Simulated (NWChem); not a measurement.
**AsF₃: energy and gradient calculation (part 1 of 2)**

- system: AsF₃ (arsenic trifluoride), SMILES F[As](F)F
- method: HF/def2-SVP, RHF (NWChem 7.3.0)

The geometry comes from this level: PBE0-D4/def2-TZVP.

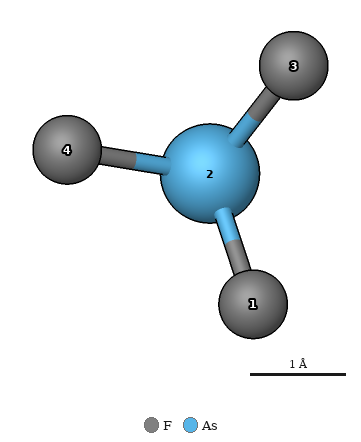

*The structure (ball-and-stick view, seen on its broad side; atoms are numbered from 1 in the order of the input).*

Bond lengths as drawn: As–F 1.72 Å.

Input file
```
start test
memory stack 880 mb heap 220 mb global 1100 mb

geometry noautosym nocenter noautoz
 F     -0.445870     0.395590     1.362650
 As    -0.461950    -0.457240    -0.125630
 F      1.203970    -0.865930    -0.112740
 F     -0.296160     0.927580    -1.124280
end

basis spherical bse
 F library def2-SVP
 As library def2-SVP
end

scf
 thresh 1e-08
 maxiter 80
end

task scf gradient
```

Hardware: 1 thread of Intel Xeon @ 2.50GHz (Skylake/Cascade Lake), 12 GiB of memory available, shared host.

Run as:
```bash
nwchem test.nw > test.out
```

The program's output
```
Northwest Computational Chemistry Package (NWChem) 7.3.0
             --------------------------------------------------------

           Job information
           ---------------

    nwchem branch   = 7.3.0
    use scalapack   = T
    input           = test.nw
    prefix          = test.
    data base       = ./test.db
    status          = startup
    nproc           =        1

           Memory information
           ------------------

    heap     =     28835840 doubles =      220.0 Mbytes
    stack    =    115343357 doubles =      880.0 Mbytes
    global   =    144179200 doubles =     1100.0 Mbytes (distinct from heap & stack)
    total    =    288358397 doubles =     2200.0 Mbytes
    verify   = yes
    hardfail = no

           Directory information
           ---------------------

  0 permanent = .
  0 scratch   = .

                                NWChem Input Module
                                -------------------

 Scaling coordinates for geometry "geometry" by  1.889725989
 (inverse scale =  0.529177249)

                             Geometry "geometry" -> ""
                             -------------------------

 Output coordinates in angstroms (scale by  1.889725989 to convert to a.u.)

  No.       Tag          Charge          X              Y              Z
 ---- ---------------- ---------- -------------- -------------- --------------
    1 F                    9.0000    -0.44587000     0.39559000     1.36265000
    2 As                  33.0000    -0.46195000    -0.45724000    -0.12563000
    3 F                    9.0000     1.20397000    -0.86593000    -0.11274000
    4 F                    9.0000    -0.29616000     0.92758000    -1.12428000

      Atomic Mass
      -----------

      F                 18.998400
      As                74.921600

 Effective nuclear repulsion energy (a.u.)     325.3400332720

            Nuclear Dipole moment (a.u.)
            ----------------------------
        X                 Y               Z
 ---------------- ---------------- ----------------
   -20.9511841655   -20.7373994644    -5.6977506227

            XYZ format geometry
            -------------------
     4
 geometry
 F                    -0.44587000     0.39559000     1.36265000
 As                   -0.46195000    -0.45724000    -0.12563000
 F                     1.20397000    -0.86593000    -0.11274000
 F                    -0.29616000     0.92758000    -1.12428000

 ==============================================================================
                                internuclear distances
 ------------------------------------------------------------------------------
       center one      |      center two      | atomic units |  angstroms
 ------------------------------------------------------------------------------
    2 As               |   1 F                |     3.24161  |     1.71539
    3 F                |   2 As               |     3.24157  |     1.71537
    4 F                |   2 As               |     3.24159  |     1.71538
 ------------------------------------------------------------------------------
                         number of included internuclear distances:          3
 ==============================================================================

 ==============================================================================
                                 internuclear angles
 ------------------------------------------------------------------------------
        center 1       |       center 2       |       center 3       |  degrees
 ------------------------------------------------------------------------------
    1 F                |   2 As               |   3 F                |    95.90
    1 F                |   2 As               |   4 F                |    95.90
    3 F                |   2 As               |   4 F                |    95.90
 ------------------------------------------------------------------------------
                            number of included internuclear angles:          3
 ==============================================================================

                      Basis "ao basis" -> "" (spherical)
                      -----
  [basis functions not shown]

 Summary of "ao basis" -> "" (spherical)
 ------------------------------------------------------------------------------
       Tag                 Description            Shells   Functions and Types
 ---------------- ------------------------------  ------  ---------------------
 F                          def2-SVP                 6       14   3s2p1d
 As                         def2-SVP                12       32   5s4p3d

                                 NWChem SCF Module
                                 -----------------

  ao basis        = "ao basis"
  functions       =    74
  atoms           =     4
  closed shells   =    30
  open shells     =     0
  charge          =   0.00
  wavefunction    = RHF
  input vectors   = atomic
  output vectors  = ./test.movecs
  use symmetry    = F
  symmetry adapt  = F

 Summary of "ao basis" -> "ao basis" (spherical)
 ------------------------------------------------------------------------------
       Tag                 Description            Shells   Functions and Types
 ---------------- ------------------------------  ------  ---------------------
 F                          def2-SVP                 6       14   3s2p1d
 As                         def2-SVP                12       32   5s4p3d

 Forming initial guess at       0.1s

      Superposition of Atomic Density Guess
      -------------------------------------

 Sum of atomic energies:       -2531.73716087

      Non-variational initial energy
      ------------------------------

 Total energy =   -2532.019871
 1-e energy   =   -4181.164654
 2-e energy   =    1323.804750
 HOMO         =      -0.356542
 LUMO         =       0.055716

 Starting SCF solution at       0.5s

 ----------------------------------------------
         Quadratically convergent ROHF

 Convergence threshold     :          1.000E-08
 Maximum no. of iterations :           80
 Final Fock-matrix accuracy:          1.000E-10
 ----------------------------------------------

              iter       energy          gnorm     gmax       time
             ----- ------------------- --------- --------- --------
                 1    -2531.9564768145  1.36D+00  2.60D-01      1.4
                 2    -2532.0446659795  2.95D-01  5.99D-02      3.2
                 3    -2532.0508951127  2.88D-02  1.20D-02      5.6
                 4    -2532.0510208419  7.77D-04  2.65D-04      8.8
                 5    -2532.0510209170  3.16D-07  1.11D-07     14.6
                 6    -2532.0510209171  8.59D-10  2.29D-10     19.3

       Final RHF  results
       ------------------

         Total SCF energy =  -2532.051020917052
      One-electron energy =  -4178.467049970187
      Two-electron energy =   1321.075995781151
 Nuclear repulsion energy =    325.340033271983

        Time for solution =     18.7s

             Final eigenvalues
             -----------------

              1
    1 -432.6940
    2  -56.4346
    3  -50.2941
    4  -50.2941
    5  -50.2928
    6  -26.3091
    7  -26.3091
    8  -26.3091
    9   -8.1759
   10   -6.0323
   11   -6.0323
   12   -6.0263
   13   -2.2709
   14   -2.2709
   15   -2.2620
   16   -2.2620
   17   -2.2577
   18   -1.6106
   19   -1.5655
   20   -1.5655
   21   -0.8855
   22   -0.7369
   23   -0.7369
   24   -0.7211
   25   -0.6847
   26   -0.6847
   27   -0.6513
   28   -0.6513
   29   -0.6481
   30   -0.4882
   31    0.1033
   32    0.1033
   33    0.2247
   34    0.3193
   35    0.5603
   36    0.5603
   37    0.5606
   38    0.6538
   39    0.6538
   40    0.6689

                       ROHF Final Molecular Orbital Analysis
                       -------------------------------------

 Vector   21  Occ=2.000000D+00  E=-8.854969D-01
              MO Center= -4.1D-02, -4.1D-02, -1.1D-02, r^2= 2.4D+00
   Bfn.  Coefficient  Atom+Function         Bfn.  Coefficient  Atom+Function
  ----- ------------  ---------------      ----- ------------  ---------------
    18      0.648275  2 As s                 17     -0.397755  2 As s
    50      0.241506  3 F  px                 6      0.222315  1 F  pz
    65      0.199068  4 F  py                53     -0.154786  3 F  px
    66     -0.153997  4 F  pz

 Vector   22  Occ=2.000000D+00  E=-7.368717D-01
              MO Center=  2.0D-01,  5.9D-02, -1.5D-01, r^2= 2.5D+00
   Bfn.  Coefficient  Atom+Function         Bfn.  Coefficient  Atom+Function
  ----- ------------  ---------------      ----- ------------  ---------------
    50      0.345369  3 F  px                66      0.244842  4 F  pz
    53     -0.237406  3 F  px                65     -0.200152  4 F  py
     5      0.196172  1 F  py                 4     -0.172506  1 F  px
    64     -0.171377  4 F  px                69     -0.169664  4 F  pz
    27     -0.161305  2 As py

 Vector   23  Occ=2.000000D+00  E=-7.368693D-01
              MO Center=  1.1D-02,  1.5D-01,  2.1D-01, r^2= 2.5D+00
   Bfn.  Coefficient  Atom+Function         Bfn.  Coefficient  Atom+Function
  ----- ------------  ---------------      ----- ------------  ---------------
     6      0.304799  1 F  pz                65     -0.294421  4 F  py
    52     -0.257736  3 F  pz                 5      0.227392  1 F  py
     9     -0.209777  1 F  pz                28      0.207229  2 As pz
    68      0.203585  4 F  py                55      0.179750  3 F  pz
    50     -0.164205  3 F  px                 8     -0.156037  1 F  py

 Vector   24  Occ=2.000000D+00  E=-7.210930D-01
              MO Center=  5.6D-02,  5.6D-02,  1.5D-02, r^2= 2.5D+00
   Bfn.  Coefficient  Atom+Function         Bfn.  Coefficient  Atom+Function
  ----- ------------  ---------------      ----- ------------  ---------------
    51      0.334015  3 F  py                 4      0.279286  1 F  px
    64      0.259045  4 F  px                54     -0.231839  3 F  py
    66      0.211824  4 F  pz                 7     -0.193971  1 F  px
    67     -0.179965  4 F  px                 5      0.163065  1 F  py
```
